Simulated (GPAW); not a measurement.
## WS2 (Tungstenite): one start, several treatments of the self-energy

Wanted: the gap of WS2 (Tungstenite) under several approximations, with cost.

Program: GPAW 26.7.0. Level of theory: LDA and many-body steps on it, plane waves. Results are calculated unless marked as measured.

The database entry behind the starting cell differs from later determinations by our own check (an axis about 1.4 % long against later determinations), so it need not match the best structure at ambient conditions.

### 1. Set-up

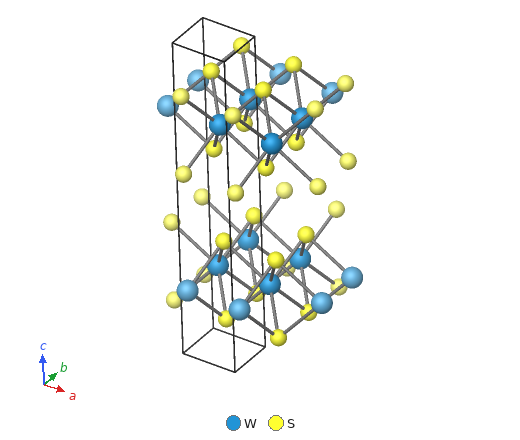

Start, viewed slightly off an axis; tungsten blue, sulfur yellow. 2×2×1 cells are drawn. Some periodic images of atoms are drawn too.

Structure file:

```
W S
1.0
     3.18000    0.00000    0.00000
    -1.59000    2.75396    0.00000
     0.00000    0.00000   12.50000
W S
2 4
Direct
  0.33333 0.66667 0.25000
  0.66667 0.33333 0.75000
  0.33333 0.66667 0.62500
  0.66667 0.33333 0.12500
  0.33333 0.66667 0.87500
  0.66667 0.33333 0.37500
```

The cell and positions come from the Crystallography Open Database and are kept as given unless a step says otherwise. Spin-orbit coupling is left out unless a step names it.

### 2. Empty states on the mesh, 6×6×2 mesh, 258 bands

This step: GPAW 26.7.0; DFT, LDA, plane waves, PAW.

The sums over transitions need many empty states on a uniform mesh; this step solves for them.

run.py reads:

```python
import json
import numpy as np
from gpaw.mpi import world
from gpaw import GPAW

calc = GPAW('gs.gpw').fixed_density(kpts={'size': (6, 6, 2), 'gamma': True},
    parallel={'domain': 1, 'band': 1},
    txt='nscf.txt')
calc.diagonalize_full_hamiltonian(nbands=258)
calc.write('full.gpw', mode='all')
res = {}
kpts = calc.get_ibz_k_points()
res['kpts'] = kpts
res['eigenvalues'] = [calc.get_eigenvalues(kpt=k) for k in range(len(kpts))]
res['n_electrons'] = calc.get_number_of_electrons()

if world.rank == 0:
    with open('result.json', 'w') as f:
        json.dump(res, f, default=lambda x: x.tolist())
```

The run is started by

```bash
$ mpirun -n 4 gpaw python run.py
```

Numbers of over 12 decimals in the logs are rounded to 6 here.

Output:

```text
Diagonalizing LCAO Hamiltonian
Converting LCAO to pw mode
convergence criteria:
- Maximum integral of absolute [eigenst]ate change: 4e-08 eV^2 / valence electron
maximum number of iterations: 100

SCF iterations
|iter     |     time |      energy | eigst |  dens |
|iter:   1|  |             | +0.40 |       |
|iter:   2|  |             | -1.08 |       |
|iter:   3|  |             | -2.23 |       |
[...]
|iter:   9|  |             | -6.35 |       |
|iter:  10|  |             | -6.89 |       |
|iter:  11|  |             | -7.49c|       |
SCF steps: 11
  __  _  _
 | _ |_)|_||  |
 |__||  | ||/\| - 26.7.0

Input parameters:
  mode=PW(ecut=450.000000),
  convergence={'density': 1e-06, 'bands': -3},
  gpts=array([16, 16, 63]),
  kpts=MonkhorstPack(size=(6, 6, 2), gamma=True),
  maxiter=100,
  nbands=35,
  occupations=Occupations(name='fermi-dirac', width=0.001, fixmagmom=False),
  parallel={'domain': 1, 'band': 1},
  xc=XC(name='LDA')
Matrix size: 2432x2432
# Writing to full.gpw (mode='all')
  [... matrices ...]

timing:  # [seconds]
  Total: 48.438  # ━━━━━━━━━━━━━━━━━━━━━━━━━━━━━━━━━━━━━━━━━━━━━━━━━━━━━━━━━━
```

The job ended after 57 s (4 MPI ranks of Arm Neoverse V1, shared host; peak memory 2.5 GiB).

Numbers from this step:

```yaml
gap: 0.9686 eV
k_of_the_valence_top: 0, 0, 0
k_of_the_conduction_bottom: 0.3333, -0.1667, 0
least_direct_gap: 1.718 eV
k_points_computed: 14
lowest_point_of_the_top_converged_band_above_the_valence_top: 82.3660 eV
```

On this mesh the gap is 0.969 eV.

### 3. G0W0, Godby-Needs plasmon pole

Now the one-shot GW correction: screening in the RPA, then the self-energy of the levels asked for.

This step: G0W0 on LDA, plane waves, PAW.

run.py reads:

```python
import json
import numpy as np
from gpaw.mpi import world
from gpaw.response.g0w0 import G0W0

gw = G0W0('full.gpw',
    filename='gw',
    kpts=[0, 4, 8],
    bands=(24, 28),
    ecut=100,
    nbands=248,
    integrate_gamma='WS',
    ppa=True)
gw.calculate()
res = {mode: {k: v for k, v in r.items() if k != 'sigma_eskwn'}
       for mode, r in gw.all_results.items()}

if world.rank == 0:
    with open('result.json', 'w') as f:
        json.dump(res, f, default=lambda x: x.tolist())
```

The run is started by

```bash
$ mpirun -n 4 gpaw python run.py
```

Output:

```text
Using integrator: PointIntegrator
FrequencyGridDescriptor(from 0.000+0.000j to 0.000+27.211j eV, 2 points)
Nonperiodic BCs:  [False False False]
Using integrator: PointIntegrator
FrequencyGridDescriptor(from 0.000+0.000j to 0.000+27.211j eV, 2 points)
Nonperiodic BCs:  [False False False]
  ___  _ _ _
 |   || | | |
 | | || | | |
 |__ ||_____|
 |___|

BZ k-points: Symmetries present (total): 12

  [... matrices ...]
72 k-points: 6 x 6 x 2 Monkhorst-Pack grid + [1/12,1/12,1/4]
14 k-points in the irreducible part of the Brillouin zone
       k-points in crystal coordinates                weights
   0:     0.00000000    0.00000000    0.00000000          1/72
   1:     0.00000000    0.00000000    0.50000000          1/72
   2:     0.16666667    0.00000000    0.00000000          6/72
   3:     0.16666667    0.00000000    0.50000000          6/72
   4:     0.33333333   -0.16666667    0.00000000          6/72
   5:     0.33333333   -0.16666667    0.50000000          6/72
   6:     0.33333333    0.00000000    0.00000000          6/72
   7:     0.33333333    0.00000000    0.50000000          6/72
   8:     0.33333333    0.33333333    0.00000000          2/72
   9:     0.33333333    0.33333333    0.50000000          2/72
          ...
  13:     0.50000000    0.50000000    0.50000000          3/72

Distributing spins, k-points and bands (1 x 3 x 4) over 4 processes
Number of blocks: 1

Quasi particle states:
k-points (IBZ indices): [0, 4, 8]
Band range: (24, 28)
  [... matrices ...]
Computational parameters:
Plane wave cut-off: 100 eV
Number of bands: 248
Coulomb cutoff: None
Broadening: 0.1 eV

fxc modes: GW
Kernel: RPA
Using Godby-Needs plasmon-pole approximation:
  Fitting energy: i*E0, E0 = 1.000 Hartree
Summing all q:

Calculating screened Coulomb potential
No Coulomb truncation
FrequencyGridDescriptor(from 0.000+0.000j to 0.000+27.211j eV, 2 points)
Removing empty qpoint cache files...

Calculating chi0 body with:
    Ground state adapter containing:
    Number of spins: 1
    Number of kpoints: 72
    Number of irreducible kpoints: 14
    Number of completely occupied states: 26
    Number of partially occupied states: 26
    Occupied states memory: 6.3984375 M / cpu

    Linear response parametrization:
    q_c: [1.3877787807814457e-17, 1.3877787807814457e-17, 0.0]
    Number of frequency points: 2
    Planewave cutoff: 100.0
    Number of bands: 248
    Number of planewaves: 267
    Broadening (eta): 1e-06
    comm.size: 4
    kncomm.size: 4
    blockcomm.size: 1

    Memory estimate of potentially large arrays:
        chi0_wGG: 2.175568 M / cpu
Integrating chi0 body.

Symmetries of q_c:
    Direct symmetries (Uq -> q): 12
    Indirect symmetries (TUq -> q): 0
In total 12 allowed symmetries.

  [... matrices ...]
14 groups of equivalent kpoints. 80.555556% reduction.

Integral kind: response function
Integrating chi0 head and wings.

Symmetries of q_c:
    Direct symmetries (Uq -> q): 12
    Indirect symmetries (TUq -> q): 0
In total 12 allowed symmetries.

  [... matrices ...]
14 groups of equivalent kpoints. 80.555556% reduction.

Integral kind: response function wings

Calculating chi0 body with:
    Ground state adapter containing:
    Number of spins: 1
    Number of kpoints: 72
    Number of irreducible kpoints: 14
    Number of completely occupied states: 26
    Number of partially occupied states: 26
[... the further q-points ...]

Results:
f:      Occupation numbers
eps:     KS-eigenvalues [eV]
vxc:     KS vxc [eV]
exx:     Exact exchange [eV]
sigma:   Self-energies [eV]
dsigma:  Self-energy derivatives
Z:       Renormalization factors
qp:      QP-energies [eV]

k-point 0 (0): (0.000, 0.000, 0.000)                GW
band       f     eps     vxc     exx   sigma  dsigma       Z      qp
                                                                   GW
  24   1.000   7.030 -17.252 -18.118   1.098  -0.264   0.791   7.214
  25   1.000   8.176 -19.092 -19.393   0.668  -0.267   0.789   8.466
  26   0.000  10.400 -18.631 -13.755  -3.782  -0.265   0.791  11.265
  27   0.000  10.400 -18.631 -13.755  -3.782  -0.265   0.791  11.265

k-point 1 (4): (0.333, -0.167, 0.000)                GW
band       f     eps     vxc     exx   sigma  dsigma       Z      qp
                                                                   GW
  24   1.000   6.635 -18.293 -19.460   1.429  -0.272   0.786   6.841
  25   1.000   6.668 -18.381 -19.501   1.408  -0.272   0.786   6.895
[...]
k-point 2 (8): (0.333, 0.333, 0.000)                GW
band       f     eps     vxc     exx   sigma  dsigma       Z      qp
                                                                   GW
[...]
25   1.000   7.584 -18.806 -19.083   0.679  -0.265   0.791   7.901
  26   0.000   9.302 -20.191 -15.763  -3.255  -0.262   0.793  10.231
  27   0.000   9.302 -20.191 -15.763  -3.255  -0.262   0.793  10.231
```

It took 5.2 min on 4 MPI ranks; peak memory 1.8 GiB; 21 min of CPU time.

This step gave:

| Item | Value |
| --- | --- |
| G0W0 gap on the points computed | 1.393 eV |
| least direct G0W0 gap on the computed points | 2.330 eV |
| Z at the valence top | 0.7890 |
| Z at the conduction bottom | 0.7974 |
| starting gap on the mesh | 0.9686 eV |
| k of the valence top | 0, 0, 0 |
| k of the conduction bottom | 0.3333, -0.1667, 0 |

The gap on the mesh goes from 0.97 eV to 1.39 eV, a correction of +0.42 eV.

### 4. G0W0, full frequency, Hilbert transform

run.py, as its differences from that of step 3:

```diff
@@ -12,3 +12,5 @@
     integrate_gamma='WS',
-    ppa=True)
+    frequencies={'type': 'nonlinear', 'domega0': 0.1, 'omega2': 15.0},
+    eta=0.1,
+    nblocksmax=True)
 gw.calculate()
```

The run is started by

```bash
$ mpirun -n 4 gpaw python run.py
```

Output:

```text
Using integrator: PointIntegrator
NonLinearFrequencyDescriptor(from 0.000 to 159.133 eV, 296 points)
Nonperiodic BCs:  [False False False]
Using integrator: PointIntegrator
NonLinearFrequencyDescriptor(from 0.000 to 159.133 eV, 296 points)
Nonperiodic BCs:  [False False False]
  ___  _ _ _
 |   || | | |
 | | || | | |
 |__ ||_____|
 |___|

BZ k-points: Symmetries present (total): 12

  [... matrices ...]
72 k-points: 6 x 6 x 2 Monkhorst-Pack grid + [1/12,1/12,1/4]
14 k-points in the irreducible part of the Brillouin zone
       k-points in crystal coordinates                weights
   0:     0.00000000    0.00000000    0.00000000          1/72
   1:     0.00000000    0.00000000    0.50000000          1/72
   2:     0.16666667    0.00000000    0.00000000          6/72
[...]
9:     0.33333333    0.33333333    0.50000000          2/72
          ...
  13:     0.50000000    0.50000000    0.50000000          3/72

Distributing spins, k-points and bands (1 x 3 x 4) over 1 process
Number of blocks: 4

Quasi particle states:
k-points (IBZ indices): [0, 4, 8]
Band range: (24, 28)
  [... matrices ...]
Computational parameters:
Plane wave cut-off: 100 eV
Number of bands: 248
Coulomb cutoff: None
Broadening: 0.1 eV

fxc modes: GW
Kernel: RPA
Using full-frequency real axis integration
Summing all q:

Calculating screened Coulomb potential
No Coulomb truncation
NonLinearFrequencyDescriptor(from 0.000 to 159.133 eV, 296 points)
Removing empty qpoint cache files...

Calculating chi0 body with:
    Ground state adapter containing:
    Number of spins: 1
    Number of kpoints: 72
    Number of irreducible kpoints: 14
    Number of completely occupied states: 26
    Number of partially occupied states: 26
    Occupied states memory: 6.3984375 M / cpu

[...]
comm.size: 4
    kncomm.size: 1
    blockcomm.size: 4

    Memory estimate of potentially large arrays:
        chi0_wGG: 80.496002 M / cpu
Integrating chi0 body.

Symmetries of q_c:
    Direct symmetries (Uq -> q): 12
    Indirect symmetries (TUq -> q): 0
In total 12 allowed symmetries.

  [... matrices ...]
14 groups of equivalent kpoints. 80.555556% reduction.

Integral kind: spectral function
Integrating chi0 head and wings.

Symmetries of q_c:
    Direct symmetries (Uq -> q): 12
    Indirect symmetries (TUq -> q): 0
In total 12 allowed symmetries.

  [... matrices ...]
14 groups of equivalent kpoints. 80.555556% reduction.

Integral kind: spectral function wings

Calculating chi0 body with:
    Ground state adapter containing:
    Number of spins: 1
    Number of kpoints: 72
    Number of irreducible kpoints: 14
    Number of completely occupied states: 26
    Number of partially occupied states: 26
[... the further q-points ...]

Results:
f:      Occupation numbers
eps:     KS-eigenvalues [eV]
vxc:     KS vxc [eV]
exx:     Exact exchange [eV]
sigma:   Self-energies [eV]
dsigma:  Self-energy derivatives
Z:       Renormalization factors
qp:      QP-energies [eV]

k-point 0 (0): (0.000, 0.000, 0.000)                GW
band       f     eps     vxc     exx   sigma  dsigma       Z      qp
                                                                   GW
  24   1.000   7.030 -17.252 -18.118   1.169  -0.328   0.753   7.258
  25   1.000   8.176 -19.092 -19.393   0.690  -0.321   0.757   8.471
  26   0.000  10.400 -18.631 -13.755  -3.790  -0.318   0.759  11.224
[...]
k-point 1 (4): (0.333, -0.167, 0.000)                GW
band       f     eps     vxc     exx   sigma  dsigma       Z      qp
                                                                   GW
[...]
k-point 2 (8): (0.333, 0.333, 0.000)                GW
band       f     eps     vxc     exx   sigma  dsigma       Z      qp
                                                                   GW
[...]
26   0.000   9.302 -20.191 -15.763  -3.250  -0.320   0.757  10.194
  27   0.000   9.302 -20.191 -15.763  -3.250  -0.320   0.757  10.194
```

The job ended after 8.2 min (4 MPI ranks; peak memory 2.8 GiB; 33 min of CPU time).

Numbers from this step:

```
G0W0 gap on the points computed              : 1.379 eV
least direct G0W0 gap on the computed points : 2.275 eV
Z at the valence top                         : 0.7571
Z at the conduction bottom                   : 0.7683
starting gap on the mesh                     : 0.9686 eV
k of the valence top                         : 0, 0, 0
k of the conduction bottom                   : 0.3333, -0.1667, 0
```

Against G0W0 in GPAW (6×6×2 mesh, 248 bands, screening to 100 eV, Godby-Needs plasmon pole), the gap moves by −0.015 eV.

### 5. G0W0, multipole

run.py, as its differences from that of step 4:

```diff
@@ -12,5 +12,3 @@
     integrate_gamma='WS',
-    frequencies={'type': 'nonlinear', 'domega0': 0.1, 'omega2': 15.0},
-    eta=0.1,
-    nblocksmax=True)
+    mpa={'npoles': 4, 'wrange': [0, 40], 'varpi': 20.0, 'eta0': 0.01, 'eta_rest': 1.0, 'alpha': 1})
 gw.calculate()
```

The run is started by

```bash
$ mpirun -n 4 gpaw python run.py
```

Output:

```text
Using integrator: PointIntegrator
FrequencyGridDescriptor(from 0.000+0.010j to 40.000+20.000j eV, 8 points)
Nonperiodic BCs:  [False False False]
Using integrator: PointIntegrator
FrequencyGridDescriptor(from 0.000+0.010j to 40.000+20.000j eV, 8 points)
Nonperiodic BCs:  [False False False]
  ___  _ _ _
 |   || | | |
 | | || | | |
 |__ ||_____|
 |___|

BZ k-points: Symmetries present (total): 12

  [... matrices ...]
72 k-points: 6 x 6 x 2 Monkhorst-Pack grid + [1/12,1/12,1/4]
14 k-points in the irreducible part of the Brillouin zone
[...]
26   0.000  10.400 -18.631 -13.755  -3.799  -0.313   0.762  11.220
[...]
k-point 1 (4): (0.333, -0.167, 0.000)                GW
band       f     eps     vxc     exx   sigma  dsigma       Z      qp
                                                                   GW
[...]
k-point 2 (8): (0.333, 0.333, 0.000)                GW
band       f     eps     vxc     exx   sigma  dsigma       Z      qp
                                                                   GW
[...]
26   0.000   9.302 -20.191 -15.763  -3.252  -0.312   0.762  10.198
  27   0.000   9.302 -20.191 -15.763  -3.252  -0.312   0.762  10.198
```

Elapsed: 9.3 min, on 4 MPI ranks; peak memory 1.8 GiB; 37 min of CPU time.

Numbers from this step:

```
G0W0 gap on the points computed              : 1.382 eV
least direct G0W0 gap on the computed points : 2.285 eV
starting gap on the mesh                     : 0.9686 eV
k of the valence top                         : 0, 0, 0
k of the conduction bottom                   : 0.3333, -0.1667, 0
```

Against G0W0 in GPAW (6×6×2 mesh, 248 bands, screening to 100 eV, Godby-Needs plasmon pole), the gap moves by −0.011 eV.

### 6. The runs together

Times are wall times on 4 MPI ranks of Arm Neoverse V1, shared host, good to a factor of about two.

| run | mesh | bands | screening cutoff (eV) | DFT gap (eV) | gap on the mesh (eV) | direct (eV) | time |
| --- | --- | --- | --- | --- | --- | --- | --- |
| G0W0, Godby-Needs plasmon pole | 6×6×2 | 248 | 100 | 0.969 | 1.393 | 2.330 | 5.2 min |
| G0W0, full frequency, Hilbert transform | 6×6×2 | 248 | 100 | 0.969 | 1.379 | 2.275 | 8.2 min |
| G0W0, multipole | 6×6×2 | 248 | 100 | 0.969 | 1.382 | 2.285 | 9.3 min |

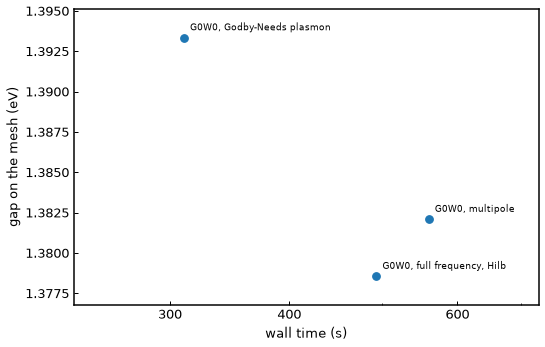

Result against wall time.

### 7. Results

| Item | Value |
| --- | --- |
| G0W0, Godby-Needs plasmon pole | 1.393 eV |
| G0W0, full frequency, Hilbert transform | 1.379 eV |
| G0W0, multipole | 1.382 eV |
| known limits | not at the basis limit; no spin-orbit coupling; coarse k mesh |

What this shows: G0W0, full frequency, Hilbert transform: −0.015 eV against G0W0, Godby-Needs plasmon pole. G0W0, multipole: −0.011 eV against G0W0, Godby-Needs plasmon pole. Bands and cutoff are finite, so the gap is not at the basis limit. The miss can reach some tenths of an eV and take either sign; the mesh is an error of its own. These stock PAW sets were not made for GW; the filled d or f shell of W lies in the frozen core, which bears on start and correction. In the G0W0 runs levels were corrected at 3 k points alone, so a gap called «on the mesh» is the least over those, and an edge elsewhere would be missed. The 6×6×2 mesh is coarse for this cell, which bears on the long-range parts of exchange and screening. The many-body steps are scalar-relativistic: spin-orbit coupling is not in them.

[Paths, hosts, dates, memory and timing lines, banners, echoed tables and standing remarks are left out of the program output.]

[Logs are printed without paths, hosts, clocks, repeated set-up lines and the standing remarks that a program may print on its own settings, such as how far it seeks lower states.]

[Runs of the session that timed out or met a known fault of the program may be left out.]

[Hosts, paths, dates, database ids (printed as entryN), source tags and the programs' standing remarks are cut or masked in the printed files.]
